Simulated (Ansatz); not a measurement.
## Bi2Te3, carrier doping

The parent structure is Bi2Te3 (space group R-3m, No. 166).

```xyz
5
Lattice="2.1936 1.2665 10.0953 -2.1936 1.2665 10.0953 0.0000 -2.5329 10.0953" Properties=species:S:1:pos:R:3 pbc="T T T"
Bi     0.0000     0.0000    12.1187
Bi     0.0000     0.0000    18.1671
Te     0.0000     0.0000     0.0000
Te     0.0000     0.0000     6.3402
Te     0.0000     0.0000    23.9456
```

Carriers are added at fixed cell with a uniform background; the Fermi–Dirac width is that of 300 K.

Level of theory: Ansatz (a program for electronic structure), PBE-D3(BJ), PAW, cutoff 420 eV, no spin-orbit coupling.

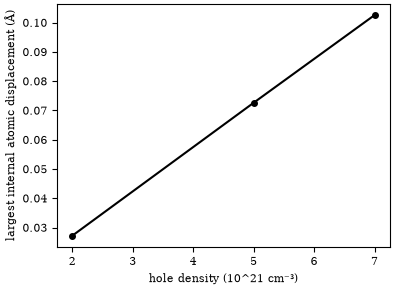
Figure: Largest internal atomic displacement against hole density

```csv
hole density (10^21 cm⁻³),largest internal atomic displacement
2,0.027 Å
5,0.073 Å
7,0.103 Å
```

Charged cell with a jellium background: band edges are those of the host's band count, energies are not comparable with the neutral cell, and many-body gap narrowing is missing. Whether these cells are dynamically stable was not tested.
